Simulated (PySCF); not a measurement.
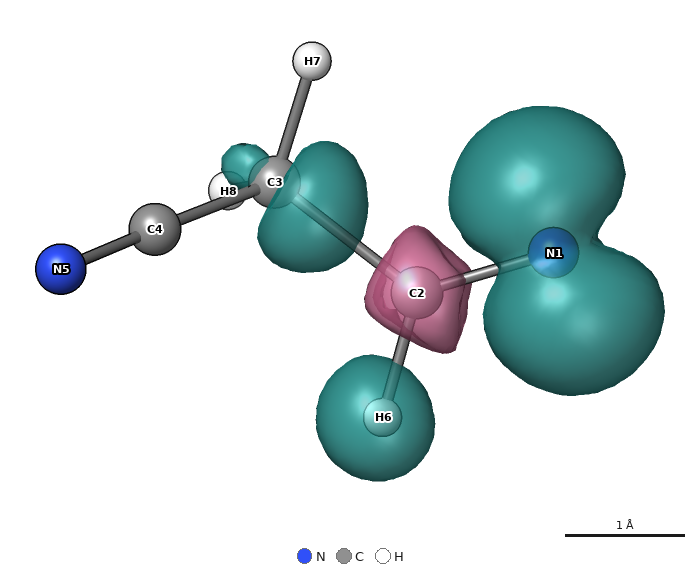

The picture shows: C3H3N2 (SMILES [N]=CCC#N) (doublet). Isosurfaces of the spin density (α minus β) at +0.04 (teal) and −0.04 e/Å³ (pink), seen at a tilt.

Geometry: GFN2-xTB.

These are results of UKS B3LYP, pcH-1 on C H N, non-relativistic, mean-field spin-orbit, GIAO in PySCF, not measurements.

| atom | x (Å) | y (Å) | z (Å) |
| --- | --- | --- | --- |
| N | -1.6145 | 1.1602 | 0.8652 |
| C | -0.9321 | 0.6337 | 0.0094 |
| C | 0.0497 | -0.5223 | 0.2260 |
| C | 1.3344 | -0.1821 | -0.3204 |
| N | 2.3468 | 0.1038 | -0.7667 |
| H | -0.9695 | 0.9465 | -1.0440 |
| H | 0.1380 | -0.7268 | 1.2955 |
| H | -0.3439 | -1.4035 | -0.2897 |

Q: Describe the spin distribution.

A: The unpaired spin (1 electron) lies mostly on N1 (about 0.8), H6 (about 0.1) and C3 (about 0.1), in electrons by Hirshfeld's partition.
